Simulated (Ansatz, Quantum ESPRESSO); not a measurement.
# Ballistic transmission: Al chain with one bond drawn out by 0.6 Å, part 2 of 4

How well does the junction conduct in the ballistic limit? It is: Al chain with one bond drawn out by 0.6 Å.

Quantum ESPRESSO 7.5; plane-wave DFT, PBE, GBRV ultrasoft pseudopotentials; cross-check by Ansatz 0.2.0 with PAW datasets.

So far. Step 2 (Self-consistent run): The run needed 25 iterations to bring the estimated error under 1e-07 Ry; the largest force on any atom, held or free, is 1.80 eV/Å.

## Step 3: The open system

Level of this step: transmission by pwcond, lead and junction from one cell; plane-wave DFT, PBE, GBRV ultrasoft pseudopotentials (Quantum ESPRESSO).

prefixt takes both regions from one run: the lead from 0 to bdl, the scattering region from bdl to bds (units of alat). ikind = 1 puts the same lead on both sides. The program's T_tot counts both spins in a run without spin; the tables below give T per spin.

Input file cond.in:

```
&inputcond
  outdir = './out'
  prefixt = 'scf'
  tran_file = 'cond.dat'
  bdl = 0.6400000000
  bds = 3.9200000000
  ikind = 1
  ewind = 4.0
  epsproj = 1e-05
  nz1 = 7
  energy0 = 2.0
  denergy = -0.1
/
1
  0.00000000 0.00000000 1.00000000
41
```

On the command line:

```bash
> OMP_NUM_THREADS=1 mpirun -n 2 pwcond.x -in cond.in > cond.out
```

Output:

```text
[banner, memory and clock lines left out]
Program PWCOND v.7.5 starts

          URL

     ./out/scf.save/

     IMPORTANT: XC functional enforced from input :
     Exchange-correlation= PBE
                           (   1   4   3   4   0   0   0)
     Any further DFT definition will be discarded
     Please, verify this is what you really want

     negative rho (up, down):  7.913E-06 0.000E+00
     Reading collected, re-writing distributed wavefunctions

===== INPUT FILE containing all the regions =====

     GEOMETRY:

     lattice parameter (alat)  =      14.1729  a.u.
     the volume                =   11160.0582 (a.u.)^3
     the cross section         =     200.8724 (a.u.)^2
     l of the unit cell        =       3.9200 (alat)
     number of atoms/cell      =           12
     number of atomic types    =            1

     crystal axes: (cart. coord. in units of alat)
               a(1) = (  1.0000  0.0000  0.0000 )
               a(2) = (  0.0000  1.0000  0.0000 )
               a(3) = (  0.0000  0.0000  3.9200 )

   Cartesian axes

     site n.     atom                  positions (alat units)
          1        Al     tau(  1)=(  0.5000  0.5000  3.9200  )
          2        Al     tau(  2)=(  0.5000  0.5000  0.3200  )
          3        Al     tau(  3)=(  0.5000  0.5000  0.6400  )
          4        Al     tau(  4)=(  0.5000  0.5000  0.9600  )
          5        Al     tau(  5)=(  0.5000  0.5000  1.2800  )
          6        Al     tau(  6)=(  0.5000  0.5000  1.6000  )
          7        Al     tau(  7)=(  0.5000  0.5000  2.0000  )
          8        Al     tau(  8)=(  0.5000  0.5000  2.3200  )
          9        Al     tau(  9)=(  0.5000  0.5000  2.6400  )
         10        Al     tau( 10)=(  0.5000  0.5000  2.9600  )
         11        Al     tau( 11)=(  0.5000  0.5000  3.2800  )
         12        Al     tau( 12)=(  0.5000  0.5000  3.6000  )

     nr1s                      =           54
     nr2s                      =           54
     nr3s                      =          216
     nr1sx                     =           54
     nr2sx                     =           54
     nr3sx                     =          216
     nr1                       =           60
     nr2                       =           60
     nr3                       =          240
     nr1x                      =           60
     nr2x                      =           60
     nr3x                      =          240

 _______________________________
  Radii of nonlocal spheres:

     type       ibeta     ang. mom.          radius (alat units)
       Al         1         0                    0.1354
       Al         2         1                    0.1354
       Al         3         2                    0.1354
----- General information -----

--- T calc. with identical leads (ikind=1) ---

     nrx                       =           54
     nry                       =           54
     nz1                       =            7

     energy0               =         2.0E+00
     denergy               =        -1.0E-01
     nenergy               =         41
     ecut2d                =         3.4E+01
     ewind                 =         4.0E+00
     epsproj               =         1.0E-05

     number of k_|| points=    1
                       cryst. coord.
        k(    1) = (   0.0000000   0.0000000), wk =   1.0000000
----- Information about left/right lead -----

     nocros                   =            9
     noins                    =            9
     norb                     =           27
     norbf                    =           99
     nrz                      =           35

      iorb      type   ibeta   ang. mom.   m       position (alat)
        1        1       1        0        1   taunew(   1)=(  0.5000  0.5000  0.0000)
        2        1       2        1        1   taunew(   2)=(  0.5000  0.5000  0.0000)
        3        1       2        1        2   taunew(   3)=(  0.5000  0.5000  0.0000)
        4        1       2        1        3   taunew(   4)=(  0.5000  0.5000  0.0000)
        5        1       3        2        1   taunew(   5)=(  0.5000  0.5000  0.0000)
        6        1       3        2        2   taunew(   6)=(  0.5000  0.5000  0.0000)
        7        1       3        2        3   taunew(   7)=(  0.5000  0.5000  0.0000)
        8        1       3        2        4   taunew(   8)=(  0.5000  0.5000  0.0000)
        9        1       3        2        5   taunew(   9)=(  0.5000  0.5000  0.0000)
       10        1       1        0        1   taunew(  10)=(  0.5000  0.5000  0.3200)
       11        1       2        1        1   taunew(  11)=(  0.5000  0.5000  0.3200)
       12        1       2        1        2   taunew(  12)=(  0.5000  0.5000  0.3200)
       13        1       2        1        3   taunew(  13)=(  0.5000  0.5000  0.3200)
       14        1       3        2        1   taunew(  14)=(  0.5000  0.5000  0.3200)
       15        1       3        2        2   taunew(  15)=(  0.5000  0.5000  0.3200)
       16        1       3        2        3   taunew(  16)=(  0.5000  0.5000  0.3200)
       17        1       3        2        4   taunew(  17)=(  0.5000  0.5000  0.3200)
       18        1       3        2        5   taunew(  18)=(  0.5000  0.5000  0.3200)
       19        1       1        0        1   taunew(  19)=(  0.5000  0.5000  0.6400)
       20        1       2        1        1   taunew(  20)=(  0.5000  0.5000  0.6400)
       21        1       2        1        2   taunew(  21)=(  0.5000  0.5000  0.6400)
       22        1       2        1        3   taunew(  22)=(  0.5000  0.5000  0.6400)
       23        1       3        2        1   taunew(  23)=(  0.5000  0.5000  0.6400)
       24        1       3        2        2   taunew(  24)=(  0.5000  0.5000  0.6400)
       25        1       3        2        3   taunew(  25)=(  0.5000  0.5000  0.6400)
       26        1       3        2        4   taunew(  26)=(  0.5000  0.5000  0.6400)
       27        1       3        2        5   taunew(  27)=(  0.5000  0.5000  0.6400)
    k slab    z(k)  z(k+1)     crossing(iorb=1,norb)
    1   0.0000 0.0183 0.0183   111111111000000000000000000
    2   0.0183 0.0366 0.0183   111111111000000000000000000
    3   0.0366 0.0549 0.0183   111111111000000000000000000
    4   0.0549 0.0731 0.0183   111111111000000000000000000
    5   0.0731 0.0914 0.0183   111111111000000000000000000
    6   0.0914 0.1097 0.0183   111111111000000000000000000
    7   0.1097 0.1280 0.0183   111111111000000000000000000
    8   0.1280 0.1463 0.0183   111111111000000000000000000
    9   0.1463 0.1646 0.0183   000000000000000000000000000
   10   0.1646 0.1829 0.0183   000000000000000000000000000
   11   0.1829 0.2011 0.0183   000000000111111111000000000
[...]
85        1       2        1        3   taunew(  85)=(  0.5000  0.5000  2.9600)
       86        1       3        2        1   taunew(  86)=(  0.5000  0.5000  2.9600)
       87        1       3        2        2   taunew(  87)=(  0.5000  0.5000  2.9600)
       88        1       3        2        3   taunew(  88)=(  0.5000  0.5000  2.9600)
       89        1       3        2        4   taunew(  89)=(  0.5000  0.5000  2.9600)
       90        1       3        2        5   taunew(  90)=(  0.5000  0.5000  2.9600)
       91        1       1        0        1   taunew(  91)=(  0.5000  0.5000  3.2800)
       92        1       2        1        1   taunew(  92)=(  0.5000  0.5000  3.2800)
       93        1       2        1        2   taunew(  93)=(  0.5000  0.5000  3.2800)
       94        1       2        1        3   taunew(  94)=(  0.5000  0.5000  3.2800)
       95        1       3        2        1   taunew(  95)=(  0.5000  0.5000  3.2800)
       96        1       3        2        2   taunew(  96)=(  0.5000  0.5000  3.2800)
       97        1       3        2        3   taunew(  97)=(  0.5000  0.5000  3.2800)
       98        1       3        2        4   taunew(  98)=(  0.5000  0.5000  3.2800)
       99        1       3        2        5   taunew(  99)=(  0.5000  0.5000  3.2800)
 ngper, shell number =          545          70
 ngper, n2d =          545         123
---  E-Ef =    2.0000000  k =    0.0000000   0.0000000
---  ie =          1  ik =          1
 Nchannels of the left tip =            3
 Right moving states:
   k1(2pi/a)   k2(2pi/a)   E-Ef (eV)
   0.1567092   0.0000076   2.0000000
  -0.3733362   0.0000027   2.0000000
  -0.3733362   0.0000027   2.0000000
 Left moving states:
   k1(2pi/a)   k2(2pi/a)   E-Ef (eV)
  -0.1567092   0.0000076   2.0000000
   0.3733362   0.0000027   2.0000000
   0.3733362   0.0000027   2.0000000

 to transmit
 Band j to band i transmissions and reflections:
    j         i     |T_ij|^2    |R_ij|^2

    1 -->     1     0.66996     0.33004
    1 -->     2     0.00000     0.00000
    1 -->     3     0.00000     0.00000
   Total T_j, R_j =    0.66996  0.33004

    2 -->     1     0.00000     0.00000
    2 -->     2     0.77377     0.03022
    2 -->     3     0.00000     0.19601
   Total T_j, R_j =    0.77377  0.22623

    3 -->     1     0.00000     0.00000
    3 -->     2     0.00000     0.19601
    3 -->     3     0.77377     0.03022
   Total T_j, R_j =    0.77377  0.22623

E-Ef(ev), T(x2 spins) =    2.0000000   4.4349822
---  E-Ef =    1.9000000  k =    0.0000000   0.0000000
---  ie =          2  ik =          1
 Nchannels of the left tip =            3
 Right moving states:
   k1(2pi/a)   k2(2pi/a)   E-Ef (eV)
   0.1476730   0.0000076   1.9000000
  -0.3865884   0.0000027   1.9000000
  -0.3865884   0.0000027   1.9000000
 Left moving states:
   k1(2pi/a)   k2(2pi/a)   E-Ef (eV)
  -0.1476730   0.0000076   1.9000000
   0.3865884   0.0000027   1.9000000
   0.3865884   0.0000027   1.9000000

 to transmit
 Band j to band i transmissions and reflections:
    j         i     |T_ij|^2    |R_ij|^2

    1 -->     1     0.65261     0.34739
    1 -->     2     0.00000     0.00000
    1 -->     3     0.00000     0.00000
   Total T_j, R_j =    0.65261  0.34739

    2 -->     1     0.00000     0.00000
    2 -->     2     0.76831     0.03322
    2 -->     3     0.00000     0.19846
   Total T_j, R_j =    0.76831  0.23169

    3 -->     1     0.00000     0.00000
    3 -->     2     0.00000     0.19846
    3 -->     3     0.76831     0.03322
   Total T_j, R_j =    0.76831  0.23169

E-Ef(ev), T(x2 spins) =    1.9000000   4.3784651
---  E-Ef =    1.8000000  k =    0.0000000   0.0000000
---  ie =          3  ik =          1
 Nchannels of the left tip =            3
 Right moving states:
   k1(2pi/a)   k2(2pi/a)   E-Ef (eV)
   0.1384582   0.0000076   1.8000000
  -0.4001286   0.0000027   1.8000000
  -0.4001286   0.0000027   1.8000000
 Left moving states:
   k1(2pi/a)   k2(2pi/a)   E-Ef (eV)
  -0.1384582   0.0000076   1.8000000
   0.4001286   0.0000027   1.8000000
   0.4001286   0.0000027   1.8000000

 to transmit
 Band j to band i transmissions and reflections:
    j         i     |T_ij|^2    |R_ij|^2

    1 -->     1     0.63245     0.36755
    1 -->     2     0.00000     0.00000
    1 -->     3     0.00000     0.00000
   Total T_j, R_j =    0.63245  0.36755

    2 -->     1     0.00000     0.00000
    2 -->     2     0.76140     0.03544
    2 -->     3     0.00000     0.20316
   Total T_j, R_j =    0.76140  0.23860

    3 -->     1     0.00000     0.00000
    3 -->     2     0.00000     0.20316
    3 -->     3     0.76140     0.03544
   Total T_j, R_j =    0.76140  0.23860

E-Ef(ev), T(x2 spins) =    1.8000000   4.3105073
[... further energies and points left out ...]
---  E-Ef =   -1.8000000  k =    0.0000000   0.0000000
---  ie =         39  ik =          1
 Nchannels of the left tip =            1
 Right moving states:
   k1(2pi/a)   k2(2pi/a)   E-Ef (eV)
  -0.1030846   0.0000078  -1.8000000
 Left moving states:
   k1(2pi/a)   k2(2pi/a)   E-Ef (eV)
   0.1030846   0.0000078  -1.8000000

 to transmit
 Band j to band i transmissions and reflections:
    j         i     |T_ij|^2    |R_ij|^2

    1 -->     1     0.93796     0.06204
   Total T_j, R_j =    0.93796  0.06204

E-Ef(ev), T(x2 spins) =   -1.8000000   1.8759297
---  E-Ef =   -1.9000000  k =    0.0000000   0.0000000
---  ie =         40  ik =          1
 Nchannels of the left tip =            1
 Right moving states:
   k1(2pi/a)   k2(2pi/a)   E-Ef (eV)
  -0.1157281   0.0000078  -1.9000000
 Left moving states:
   k1(2pi/a)   k2(2pi/a)   E-Ef (eV)
   0.1157281   0.0000078  -1.9000000

 to transmit
 Band j to band i transmissions and reflections:
    j         i     |T_ij|^2    |R_ij|^2

    1 -->     1     0.92534     0.07466
   Total T_j, R_j =    0.92534  0.07466

E-Ef(ev), T(x2 spins) =   -1.9000000   1.8506840
---  E-Ef =   -2.0000000  k =    0.0000000   0.0000000
---  ie =         41  ik =          1
 Nchannels of the left tip =            1
 Right moving states:
   k1(2pi/a)   k2(2pi/a)   E-Ef (eV)
  -0.1279681   0.0000078  -2.0000000
 Left moving states:
   k1(2pi/a)   k2(2pi/a)   E-Ef (eV)
   0.1279681   0.0000078  -2.0000000

 to transmit
 Band j to band i transmissions and reflections:
    j         i     |T_ij|^2    |R_ij|^2

    1 -->     1     0.91219     0.08781
   Total T_j, R_j =    0.91219  0.08781

E-Ef(ev), T(x2 spins) =   -2.0000000   1.8243788
   T_tot     2.00000      0.44350E+01
   T_tot     1.90000      0.43785E+01
   T_tot     1.80000      0.43105E+01
   T_tot     1.70000      0.42267E+01
   T_tot     1.60000      0.41230E+01
   T_tot     1.50000      0.39967E+01
   T_tot     1.40000      0.38474E+01
   T_tot     1.30000      0.36752E+01
   T_tot     1.20000      0.34645E+01
   T_tot     1.10000      0.33234E+01
   T_tot     1.00000      0.30963E+01
   T_tot     0.90000      0.28069E+01
   T_tot     0.80000      0.26699E+01
   T_tot     0.70000      0.27017E+01
   T_tot     0.60000      0.27276E+01
   T_tot     0.50000      0.27450E+01
   T_tot     0.40000      0.27771E+01
   T_tot     0.30000      0.28679E+01
   T_tot     0.20000      0.30551E+01
   T_tot     0.10000      0.33179E+01
   T_tot    -0.00000      0.35116E+01
   T_tot    -0.10000      0.34139E+01
   T_tot    -0.20000      0.29616E+01
   T_tot    -0.30000      0.23365E+01
   T_tot    -0.40000      0.00000E+00
   T_tot    -0.50000      0.00000E+00
   T_tot    -0.60000      0.00000E+00
   T_tot    -0.70000      0.00000E+00
   T_tot    -0.80000      0.00000E+00
   T_tot    -0.90000      0.00000E+00
   T_tot    -1.00000      0.00000E+00
   T_tot    -1.10000      0.00000E+00
   T_tot    -1.20000      0.00000E+00
   T_tot    -1.30000      0.00000E+00
   T_tot    -1.40000      0.19399E+01
   T_tot    -1.50000      0.19344E+01
   T_tot    -1.60000      0.19190E+01
   T_tot    -1.70000      0.18991E+01
   T_tot    -1.80000      0.18759E+01
   T_tot    -1.90000      0.18507E+01
   T_tot    -2.00000      0.18244E+01

Note: The following floating-point exceptions are signalling: IEEE_UNDERFLOW_FLAG
Note: The following floating-point exceptions are signalling: IEEE_UNDERFLOW_FLAG
```

The job ended after 2.3 min (2 MPI ranks of Arm Neoverse V2, shared host; peak memory 0.3 GiB).

Numbers from this step:

| Quantity | Value |
| --- | --- |
| lead channels at the Fermi level, one spin | 2 |
| transmission at the Fermi level, one spin | 1.756 |
| conductance | 1.756 G₀ |

Per spin. The open channels by energy, zero at the Fermi level:

```
energy (eV)  open channels
      -2.00              1
      -1.70              1
      -1.40              1
      -1.10              0
      -0.80              0
      -0.50              0
      -0.20              2
       0.00              2
       0.20              2
       0.50              2
       0.80              2
       1.10              3
       1.40              3
       1.70              3
       2.00              3
```

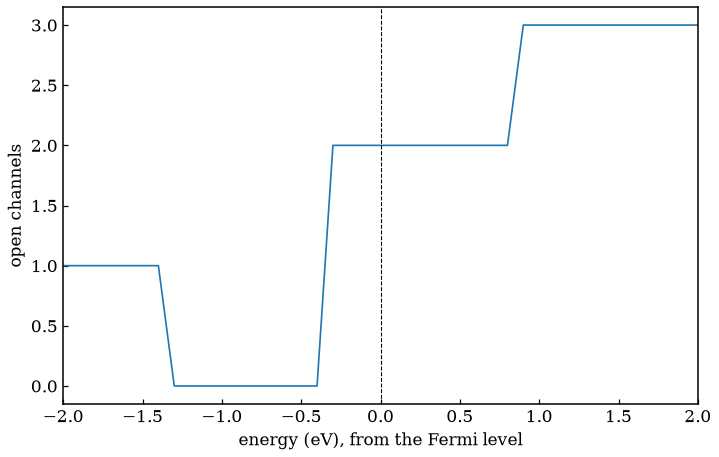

Open channels, plotted against energy.

Per spin. Transmission against energy, zero at the Fermi level:

```
energy (eV)  transmission
     -2.000         0.912
     -1.500         0.967
     -1.000             0
     -0.500             0
      0.000          1.76
      0.500          1.37
      1.000          1.55
      1.500          2.00
      2.000          2.22
```

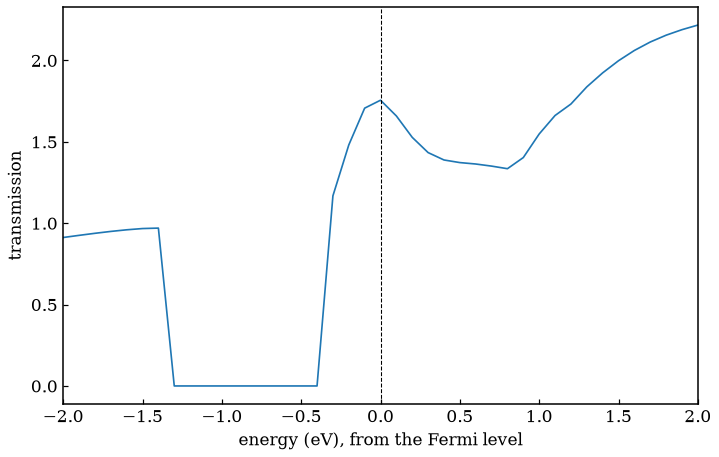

Transmission against energy.

The program's own clock; routines nest. Time by routine:

```
     routine  wall time (s)  calls
      PWCOND          137.4      1
scatter_forw          114.4     82
       local          13.71      1
      compbs           7.62     41
    compbs_2           6.23     41
        init           0.74      1
       poten           0.09      1
```

At no point does T exceed the number of channels.

(Part 2 of 4 ends here.)

[Logs are printed without paths, hosts, clocks, repeated set-up lines and the standing remarks that a program may print on its own settings, such as how far it seeks lower states.]

[Hosts, paths, dates, database ids (printed as entryN), source tags and the programs' standing remarks are cut or masked in the printed files.]

[Maps of the electrostatic potential energy from Ansatz leave out the sawtooth potential of an applied field or a dipole correction, so their vacuum need not be flat; planar profiles and work functions include it.]
